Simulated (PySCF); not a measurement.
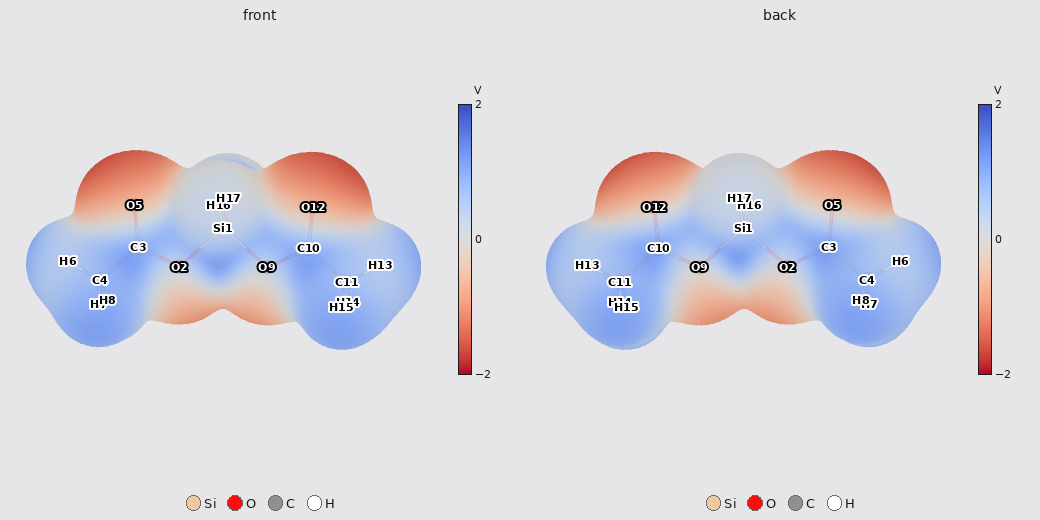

C4H8O4Si (Si(OAc)2H2). The electrostatic potential painted on the density surface at 0.002 e/bohr³, seen from the front and from behind; the colour scale runs from red (negative) to blue (positive).

Geometry: PBE0-D3(BJ)/def2-SVP.

All numbers below come from PBE0/pcSseg-1, SCF density, gas phase, non-relativistic (PySCF 2.14.0).

```json
{"atom": "Si", "x (Å)": "-0.7039", "y (Å)": "0.0076", "z (Å)": "-0.4940"}
{"atom": "O", "x (Å)": "-0.5147", "y (Å)": "-0.0159", "z (Å)": "1.2117"}
{"atom": "C", "x (Å)": "-1.6777", "y (Å)": "-0.0484", "z (Å)": "1.8675"}
{"atom": "C", "x (Å)": "-1.5298", "y (Å)": "-0.0793", "z (Å)": "3.3547"}
{"atom": "O", "x (Å)": "-2.7255", "y (Å)": "-0.0508", "z (Å)": "1.2633"}
{"atom": "H", "x (Å)": "-2.5162", "y (Å)": "-0.1245", "z (Å)": "3.8288"}
{"atom": "H", "x (Å)": "-0.9872", "y (Å)": "0.8176", "z (Å)": "3.6878"}
{"atom": "H", "x (Å)": "-0.9229", "y (Å)": "-0.9487", "z (Å)": "3.6467"}
{"atom": "O", "x (Å)": "0.9679", "y (Å)": "0.0304", "z (Å)": "-0.8811"}
{"atom": "C", "x (Å)": "1.2067", "y (Å)": "0.0501", "z (Å)": "-2.1949"}
{"atom": "C", "x (Å)": "2.6607", "y (Å)": "0.0697", "z (Å)": "-2.5417"}
{"atom": "O", "x (Å)": "0.2940", "y (Å)": "0.0517", "z (Å)": "-2.9882"}
{"atom": "H", "x (Å)": "2.7864", "y (Å)": "0.0762", "z (Å)": "-3.6297"}
{"atom": "H", "x (Å)": "3.1547", "y (Å)": "-0.8101", "z (Å)": "-2.1041"}
{"atom": "H", "x (Å)": "3.1321", "y (Å)": "0.9583", "z (Å)": "-2.0970"}
{"atom": "H", "x (Å)": "-1.3399", "y (Å)": "1.2711", "z (Å)": "-0.9161"}
{"atom": "H", "x (Å)": "-1.3135", "y (Å)": "-1.2557", "z (Å)": "-0.9536"}
```

Which sites attract a positive test charge, and which a negative one?

Answer. A positive charge is drawn to the negative regions and a negative charge to the positive ones. The most negative region (about −1.6 V) lies over O5 and O12, the most positive (about +1.1 V) over the C, H and Si atoms.
